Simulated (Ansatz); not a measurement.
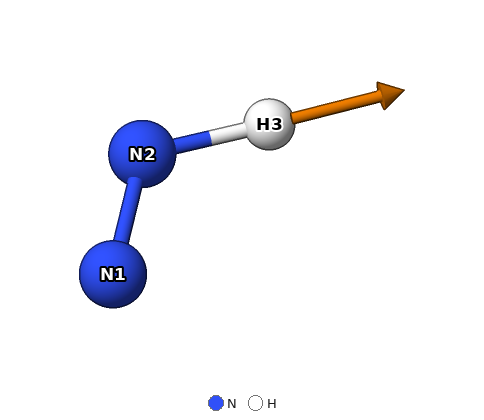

The arrows show one normal mode. State: neutral, doublet. Harmonic vibrations computed with UKS PBE0-D4/def2-TZVP (Ansatz 0.2.0) at a stationary point of the same level.

Question: What kind of motion is it?

Answer: Mostly N–H stretching.

Question: Estimate its harmonic wavenumber.

Answer: 2825 cm⁻¹; it is mode 3 of 3 counted from the lowest.
